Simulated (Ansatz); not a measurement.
# CdBiO4: from a guess to a relaxed structure

Where does this trial cell of CdBiO4 go when cell and atoms are let free?

Computed with Ansatz 0.2.0 (DFT PBE, scalar-relativistic, plane waves, PAW, unless a step's input says otherwise).

## (1) The starting structure

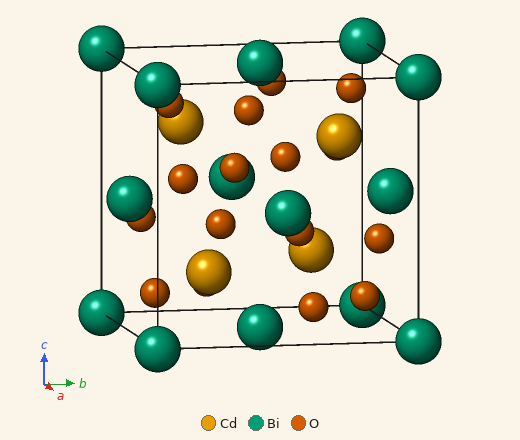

The starting structure, seen slightly off an axis (cadmium amber, bismuth teal, oxygen orange). Atoms on the faces are drawn again on the opposite ones. The cell drawn here is the conventional one.

Coordinates:

```
CELL_PARAMETERS angstrom
0.00000 3.48082 3.48082
3.48082 0.00000 3.48082
3.48082 3.48082 0.00000
ATOMIC_POSITIONS crystal
Cd 0.25000 0.25000 0.25000
Bi 0.00000 0.00000 0.00000
O 0.62388 0.62388 0.62388
O 0.12835 0.62388 0.62388
O 0.62388 0.12835 0.62388
O 0.62388 0.62388 0.12835
```

The cell is invented: species swapped into a database cell of GdInNi4 (F-43m, No. 216), with Bi on the Gd sites, Cd on the In sites and O on the Ni sites. Its size is a rough estimate.

## (2) Probe: one point on a coarse mesh

Input file input.yaml:

```yaml
crystal:
  lattice:
    - [0.0, 3.48081648, 3.48081648]
    - [3.48081648, 0.0, 3.48081648]
    - [3.48081648, 3.48081648, 0.0]
  atoms:
    - { symbol: Cd, position: [0.25, 0.25, 0.25] }
    - { symbol: Bi, position: [0.0, 0.0, 0.0] }
    - { symbol: O, position: [0.62388171, 0.62388171, 0.62388171] }
    - { symbol: O, position: [0.12835488, 0.62388171, 0.62388171] }
    - { symbol: O, position: [0.62388171, 0.12835488, 0.62388171] }
    - { symbol: O, position: [0.62388171, 0.62388171, 0.12835488] }
basis:
  ecutwfc: 420
kpoints:
  mp_grid: { grid: [4, 4, 4] }
hamiltonian:
  xc: pbe
scf:
  occupations: { method: gaussian, width: 0.1 }
  lower_state_search: "off"
output:
  forces: true
  stress: true
  eigenvalues: true
```

Started as:

```bash
ansatz run input.yaml --threads 1 --pin off --max-ram 2560MiB --backend cpu --events-out ev --progress --plain --runs-dir out
```

Further runs follow: coarse relaxation; full relaxation.

What does the calculation give? Wanted: conventional cell; volume; energy over the elements; gap on the mesh.

As calculated:

| quantity | value |
| --- | --- |
| symmetry at the end (tolerance 0.05 Å) | space group F-43m (No. 216) |
| conventional cell | a = 6.715 Å, b = 6.715 Å, c = 6.715 Å, α = 90.00°, β = 90.00°, γ = 90.00° |
| volume | 12.62 Å³/atom |
| energy over the elements (uncorrected; H, N, O, F and Cl as molecules) | +0.77 eV/atom |
| gap on the mesh | none (metal) |

What this shows: The space group F-43m (No. 216) is kept, and the volume per atom shrinks by 10.3 % from the first guess. With a positive formation energy it can't be a ground state. No finished test with a distortion of lower symmetry is shown, so the end may be a saddle point. Spin-orbit coupling is left out for Bi. The final runs have no spin polarisation, so no magnetic state was tried and one may lie lower.
